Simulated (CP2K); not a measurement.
# CHCl2F (dichlorofluoromethane): GFN1-xTB

Aim: the vertical singlet–triplet gap of CHCl2F (dichlorofluoromethane) at GFN1-xTB, from 2 runs. 

The results are computed with CP2K 2026.2.

6 further runs of the same task are left out: 3 that didn't finish, 3 set aside as unsound or not needed.

**1. Starting point**

CHCl2F has 5 atoms, charge 0, and is taken as a singlet. As SMILES, `FC(Cl)Cl`. The shape is that of a PBE0-D4/def2-TZVP optimisation.

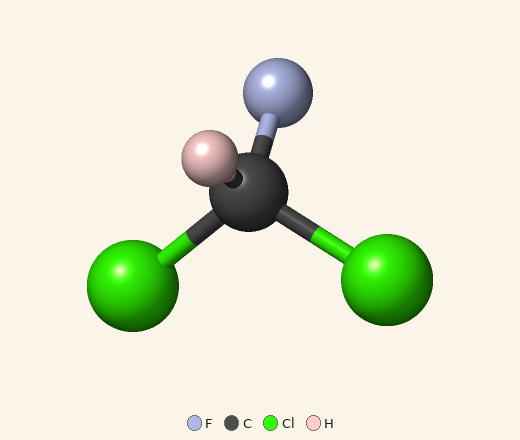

The structure, seen from a chosen angle (fluorine light blue, carbon dark grey, chlorine green, hydrogen pink).

**2. The energy at GFN1-xTB**

qs.inp

```
&FORCE_EVAL
 METHOD Quickstep
 &DFT
  CHARGE 0
  MULTIPLICITY 1
  &QS
   METHOD XTB
   EPS_DEFAULT 1.0E-10
   &XTB
    GFN_TYPE 1
    CHECK_ATOMIC_CHARGES F
   &END XTB
  &END QS
  &POISSON
   PERIODIC NONE
   POISSON_SOLVER ANALYTIC
  &END POISSON
  &SCF
   SCF_GUESS ATOMIC
   EPS_SCF 1.0E-06
   MAX_SCF 40
   &OT ON
    MINIMIZER DIIS
    PRECONDITIONER FULL_ALL
   &END OT
   &OUTER_SCF
    EPS_SCF 1.0E-06
    MAX_SCF 10
   &END OUTER_SCF
  &END SCF
  &PRINT
   &MOMENTS
    PERIODIC F
    REFERENCE COM
    MAX_MOMENT 1
   &END MOMENTS
   &MO_CUBES
    NLUMO 3
    NHOMO -1
    WRITE_CUBE F
   &END MO_CUBES
   &HIRSHFELD OFF
   &END HIRSHFELD
  &END PRINT
 &END DFT
 &SUBSYS
  &CELL
   ABC [angstrom] 14.6 14 14.4
   PERIODIC NONE
  &END CELL
  &COORD
   F      6.539650     7.022700     8.398750
   C      7.136650     6.989600     7.199050
   Cl     8.590150     6.003400     7.295250
   Cl     6.009850     6.365000     6.001250
   H      7.424850     7.996600     6.905850
  &END COORD
 &END SUBSYS
&END FORCE_EVAL

&GLOBAL
 PROJECT qs
 RUN_TYPE ENERGY
 PRINT_LEVEL MEDIUM
&END GLOBAL
```

Started as:

```
OMP_NUM_THREADS=1 cp2k.psmp -i qs.inp -o qs.out
```

What it wrote:

```text
CP2K| version string:                                       CP2K version 2026.2
[...]
 GLOBAL| Method name                                                        CP2K
[...]
 GLOBAL| Run type                                                         ENERGY
[...]
                             - Atoms:                                          5
[...]
                             - Spherical basis functions:                     28
[...]
 Number of electrons:                                                         26
[...]
     1 OT DIIS     0.15E+00    0.0     0.10873104       -16.1657386567 -1.62E+01
[...]
    10 OT DIIS     0.15E+00    0.0     0.00000087       -16.2892937000 -8.19E-10
  *** SCF run converged in    10 steps ***
[...]
 TB_DIPOLE| Moment [Debye]          0.61780367       0.94535060      -0.96777274
 TB_DIPOLE| Derivative [a.u.]       0.00000000       0.00000000       0.00000000
[...]
 ENERGY| Total FORCE_EVAL ( QS ) energy [hartree]            -16.289293699966816
[...]
```

Wall time 1.1 s (1 thread of Intel Xeon Platinum 8488C (Sapphire Rapids), shared host); peak memory 0.25 GiB.

**3. The triplet, same level**

run.inp

```
&GLOBAL
   PROJECT run
   RUN_TYPE ENERGY
   PRINT_LEVEL MEDIUM
&END GLOBAL

&FORCE_EVAL
   METHOD QS
   &DFT
      MULTIPLICITY 3
      UKS T
      &QS
         METHOD XTB
         EPS_DEFAULT 1.0E-10
         &XTB
            GFN_TYPE 1
            CHECK_ATOMIC_CHARGES F
         &END XTB
      &END QS
      &POISSON
         PERIODIC NONE
         POISSON_SOLVER ANALYTIC
      &END POISSON
      &SCF
         SCF_GUESS ATOMIC
         EPS_SCF 1.0E-06
         MAX_SCF 40
         &OT
            MINIMIZER DIIS
            PRECONDITIONER FULL_ALL
         &END OT
         &OUTER_SCF
            EPS_SCF 1.0E-06
            MAX_SCF 10
         &END OUTER_SCF
      &END SCF
      &PRINT
         &MOMENTS
            PERIODIC F
            REFERENCE COM
            MAX_MOMENT 1
         &END MOMENTS
         &MO_CUBES
            NLUMO 3
            NHOMO -1
            WRITE_CUBE F
         &END MO_CUBES
         &HIRSHFELD OFF
         &END HIRSHFELD
      &END PRINT
   &END DFT
   &SUBSYS
      &CELL
         ABC 14.6 14 14.4
         PERIODIC NONE
      &END CELL
      &COORD
         F      6.539650     7.022700     8.398750
         C      7.136650     6.989600     7.199050
         Cl     8.590150     6.003400     7.295250
         Cl     6.009850     6.365000     6.001250
         H      7.424850     7.996600     6.905850
      &END COORD
   &END SUBSYS
&END FORCE_EVAL
```

Started as:

```
OMP_NUM_THREADS=1 cp2k.psmp -i run.inp > run.out 2>&1
```

What it wrote:

```text
CP2K| version string:                                       CP2K version 2026.2
[...]
 GLOBAL| Method name                                                        CP2K
[...]
 GLOBAL| Run type                                                         ENERGY
[...]
                             - Atoms:                                          5
[...]
                             - Spherical basis functions:                     28
[...]
 Number of electrons:                                                         14
[...]
     1 OT DIIS     0.15E+00    0.0     0.04145850       -15.9659844276 -1.60E+01
[...]
    15 OT DIIS     0.15E+00    0.0     0.00000089       -16.0518694604 -2.46E-10
  *** SCF run converged in    15 steps ***
[...]
 TB_DIPOLE| Moment [Debye]          0.73916838       0.60754736      -1.30410850
 TB_DIPOLE| Derivative [a.u.]       0.00000000       0.00000000       0.00000000
[...]
 ENERGY| Total FORCE_EVAL ( QS ) energy [hartree]            -16.051869460371030
[...]
```

Run time: 1.2 s. Hardware: 1 thread of Intel Xeon Platinum 8488C (Sapphire Rapids), shared host; peak memory 0.25 GiB.

**4. What came out**

Level: GFN1-xTB.

```
                                          quantity         value
                             singlet: total energy  -16.28929 Eh
singlet: dipole moment (from atomic charges alone)        1.49 D
                              singlet: HOMO energy     -12.91 eV
                        singlet: dispersion energy  -3.77 kJ/mol
                             triplet: total energy  -16.05187 Eh
triplet: dipole moment (from atomic charges alone)        1.62 D
       triplet: HOMO energy (highest over α and β)      -5.87 eV
                        triplet: dispersion energy  -3.77 kJ/mol
  vertical energy of the triplet above the singlet      6.461 eV
```

**Reading.** The method runs without spin polarisation, so open shells lack the exchange term that lowers high spin: such gaps come out too high and can have the wrong sign. At this shape the triplet lies 6.46 eV (623 kJ/mol) above the singlet. The dipole (singlet) comes from point charges on the atoms alone, without atomic dipoles, so it is partial. The dipole (triplet) comes from point charges on the atoms alone, without atomic dipoles, so it is partial.
